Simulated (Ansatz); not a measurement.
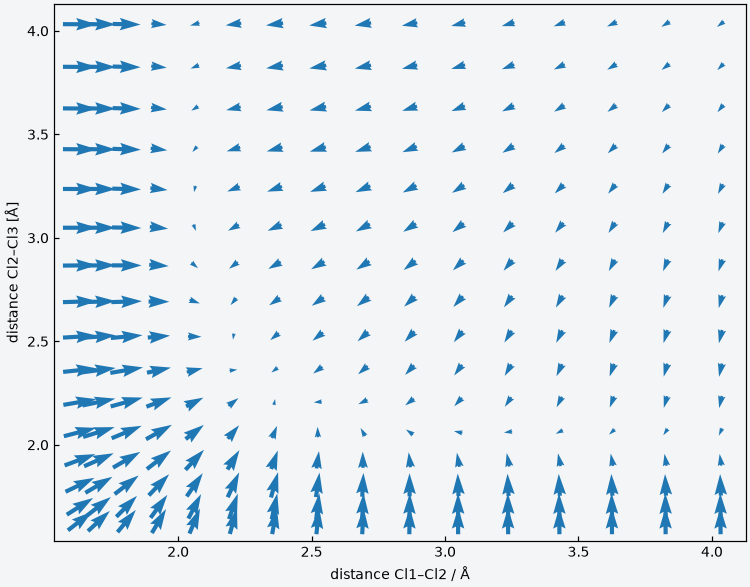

The system Cl⁻ + Cl₂. The first coordinate is: distance Cl1–Cl2; the second: distance Cl2–Cl3. Nothing is relaxed (the angle Cl1–Cl2–Cl3 is fixed at 180 degrees). The grid has 16 × 16 points; 136 points were computed and 120 follow by symmetry. Points are written as (first, second). The reference is spin-restricted, so regions where a bond is pulled apart into radicals lie too high. Computed with RKS CAM-B3LYP-D4/def2-TZVPD (Ansatz).

Drawn: arrows along the force (downhill), their lengths compressed.

Question: The arrows alone are given. Where is the energy lowest?

Answer: The arrows converge at about (2.306 Å, 2.306 Å) (read from the interpolated surface).

The energy map of the same scan:

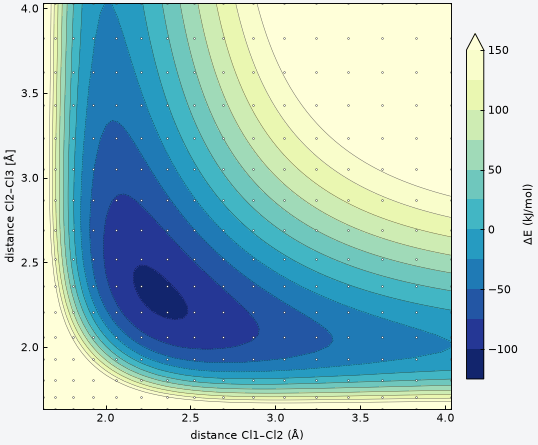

Energies are in kJ/mol, from Cl with charge -1 far from the relaxed ClCl (each part in its own basis); between grid points the surface is interpolated.
